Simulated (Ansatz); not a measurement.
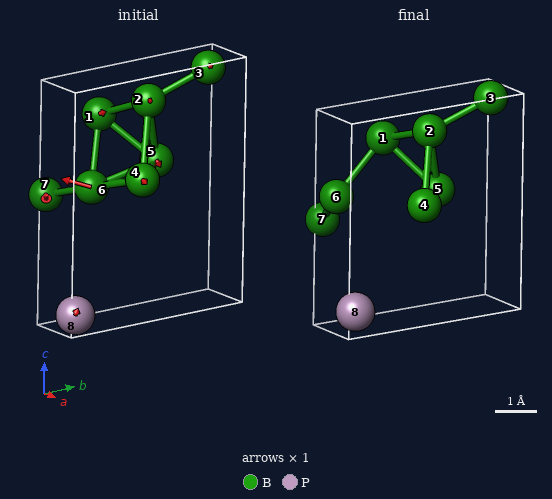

The structure of a crystal of B7P (a generated structure, set up in P1) (coarse preliminary run) before (left) and after (right) a relaxation, at one scale. The red arrows give the displacements (the part carried along by the change of the cell is left out), at their true length.

A ball-and-stick model of the cell of the calculation, seen slightly off an axis.

These are results of Ansatz 0.2.0, DFT PBE, scalar-relativistic, plane waves, PAW, not measurements. Set-up: plane-wave cutoff 420 eV; k-point mesh 6 × 4 × 4; occupations gaussian; smearing width 0.1 eV; no spin polarisation; cell and atoms relaxed; force threshold 0.04 eV/Å; at most 70 steps.

**Describe what moved and what it gained.**

The atom that moves furthest relative to the cell is B6 (0.82 Å roughly along [0 −3 1]). By element the largest moves are B 0.82 Å, P 0.23 Å. The volume changes by −10.9 %, with a 3.093 → 3.126 Å (+1.1 %), b 4.361 → 4.364 Å (+0.1 %), c 6.180 → 5.430 Å (−12.1 %), α 76.5° → 78.4°, β 86.5° → 87.4°, γ 70.4° → 69.7°. Among the contacts that change: B2–B6 3.143 → 2.249 Å, B4–B6 1.902 → 2.749 Å, B7–P8 2.788 → 1.943 Å, B5–B6 2.714 → 1.901 Å. New bonds form: B7–P8 (2.79 → 1.94 Å). Among the angles between lasting bonds that change: B4–B6–B7 175.0° → 112.8°, B5–B7–B6 105.4° → 63.9°, B4–B7–B6 66.6° → 101.0°. The space group stays P1 (No. 1). After 14 accepted moves (16 points after the start) the energy has fallen by 192 meV per atom. The largest force component goes from 0.59 to 0.011 eV/Å. Pressure: 1.22 GPa at the start and −0.09 GPa at the end. The line search rejected the trial step at point 12 of the run. The SCF was repeated once at an unchanged geometry on a basis and grid sized afresh for the cell, which shifted the energy by 0.6 meV per atom at most. The run took 2.7 min on 1 thread of Arm Neoverse V1 (shared host), peak memory 0.34 GiB.
